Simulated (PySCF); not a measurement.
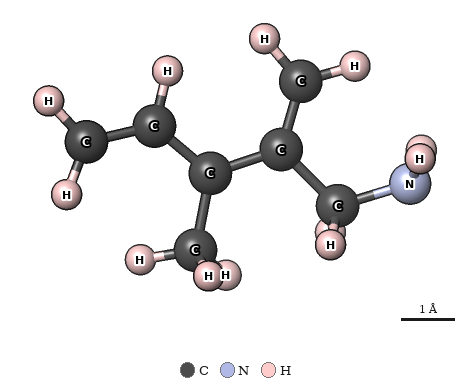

The structure as given in the input (ball-and-stick view, seen on its broad side). Bond lengths as drawn: C–C 1.35 to 1.53 Å, C–H 1.07 to 1.10 Å, C–N 1.45 Å and H–N 1.01 Å.

EPR calculation of C7H12N

- system: C7H12N, multiplicity 2
- method: UKS B3LYP, pcH-1 on C H N, non-relativistic, mean-field spin-orbit, GIAO (PySCF 2.14.0)

It belongs to a series of runs on one base structure; here: H added to sp2 C.

What the program printed
```
UKS, coarse grid
  cycle   1  E = -328.59585401  |g| = 3.90e-01
  cycle   2  E = -328.58104217  |g| = 4.47e-01
  cycle   3  E = -328.67421108  |g| = 5.25e-02
  cycle   4  E = -328.67504547  |g| = 3.58e-02
  cycle   5  E = -328.67572932  |g| = 1.13e-02
  cycle   6  E = -328.67582640  |g| = 6.81e-03
  cycle   7  E = -328.67587702  |g| = 2.35e-03
  cycle   8  E = -328.67588739  |g| = 8.67e-04
  cycle   9  E = -328.67588819  |g| = 4.29e-04
UKS, final grid
  cycle   1  E = -328.67586655  |g| = 6.13e-04
  cycle   2  E = -328.67586632  |g| = 9.51e-04
  cycle   3  E = -328.67586676  |g| = 7.01e-05
  cycle   4  E = -328.67586677  |g| = 4.39e-05
  cycle   5  E = -328.67586677  |g| = 2.22e-05
E = -328.67586677 Eh   <S^2> = 0.7872 (exact 0.7500)
g shifts (ppm)      1          2          3
  rmc          -140       -140       -140
  gc             -0         31         30
  oz_so          -1        528        694
  total        -141        419        584
hyperfine (MHz)  atom isotope    a_iso     a_fc   dipolar eigenvalues
    0   13C      35.79      35.79    -33.16    -31.76     64.92
    1   13C     -38.61     -38.61    -23.69      9.36     14.33
    2   13C      55.40      55.40    -47.60    -46.57     94.18
    3   13C     -19.45     -19.45     -1.17      0.42      0.74
    4   13C     -40.24     -40.24    -24.64     10.16     14.48
    5   13C      37.19      37.19    -35.22    -33.56     68.78
    6   13C       4.84       4.84     -0.95      0.06      0.89
    7   14N       0.04       0.04     -0.17     -0.01      0.18
    8    1H     -27.28     -27.28    -16.03     -0.38     16.41
    9    1H     -26.13     -26.13    -13.70     -1.06     14.76
   10    1H      10.32      10.32     -4.76     -2.84      7.60
   11    1H      34.33      34.33     -2.76     -2.42      5.18
   12    1H       8.79       8.79     -2.98     -1.11      4.09
   13    1H      71.76      71.76     -2.99     -2.09      5.08
   14    1H     -27.13     -27.13    -14.48     -1.09     15.57
   15    1H     -28.81     -28.81    -17.28     -0.06     17.34
   16    1H     -14.52     -14.52     -1.78     -0.66      2.44
   17    1H     -11.83     -11.83     -1.79     -1.05      2.83
   18    1H       0.51       0.51     -1.34     -1.02      2.36
   19    1H       0.20       0.20     -1.36     -1.08      2.44
```

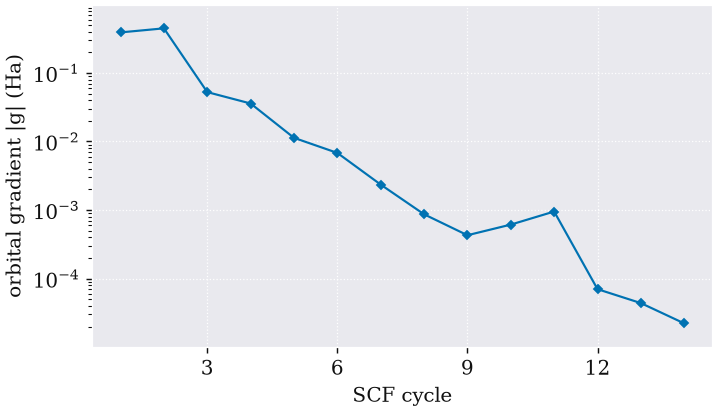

Convergence of the self-consistent field: orbital gradient |g| against the SCF cycle. All cycles printed in the log are drawn one after another.

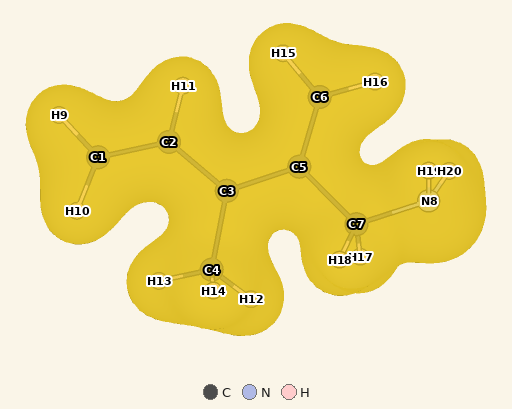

Isosurface of the total electron density at 0.2 e/Å³ (yellow), seen face on. At this value the surface is in one piece. On the grid the lowest density along these lines, outside the cores, is 2.1 e/Å³ (C–C, 1.35 Å), 1.8 e/Å³ (C–N, 1.45 Å), 2.3 e/Å³ (N–H, 1.01 Å) and 1.9 e/Å³ (C–C, 1.41 Å).

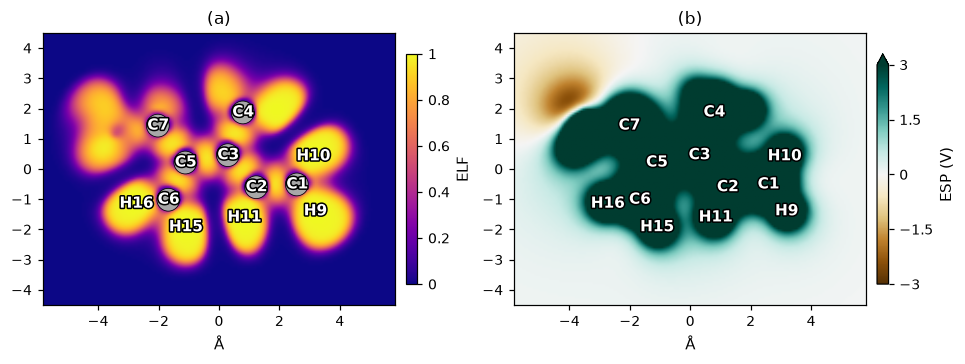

(a) electron localisation function; (b) molecular electrostatic potential on the plane of atoms C2, C3 and C4. Grey discs, where drawn, cover atomic cores. The section cuts through C and H sites. C–C (1.35 Å): the ELF peaks at about 0.95 between the atoms; a double or triple bond. C–C (1.50 Å): the ELF peaks at about 0.95 between the atoms (a covalent bond). C–H (1.07 Å): the ELF climbs to about 1 towards the hydrogen, as it does in any bond to H (a covalent bond by its length).

This output came from the following input.

Input
```
{"job": {"kind": "epr", "basis": "pcH-1"}, "charge": 0, "multiplicity": 2}
C     -2.962478     1.076415    -0.290029
C     -1.623383     1.069371    -0.471675
C     -0.717835     0.027350    -0.162085
C     -1.246263    -1.273007     0.357706
C      0.695270     0.198040    -0.298277
C      1.286840     1.311484    -0.791940
C      1.576829    -0.961608     0.156288
N      3.008230    -0.747962     0.192852
H     -3.545926     1.937163    -0.565255
H     -3.510599     0.256531     0.138333
H     -1.196939     1.969849    -0.889517
H     -0.714869    -2.119274    -0.072098
H     -2.300038    -1.384062     0.125076
H     -1.131857    -1.327182     1.442656
H      0.741862     2.168000    -1.140286
H      2.357316     1.393138    -0.869948
H      1.402625    -1.817030    -0.505897
H      1.276391    -1.257323     1.166268
H      3.233879     0.033662     0.798959
H      3.365796    -0.542875    -0.733865
```

The first line tells a small driver script what to run in PySCF; the rest is the geometry in Å.

Command:
```bash
OMP_NUM_THREADS=1 python <driver script> task.json out
```

Results in brief

- outcome: converged
- total energy: −328.675867 hartree
- ⟨S²⟩: 0.787
- isotropic g: 2.0026
- hardware: 1 CPU thread, shared host
- wall time: 1.9 min
- peak memory: 0.97 GiB
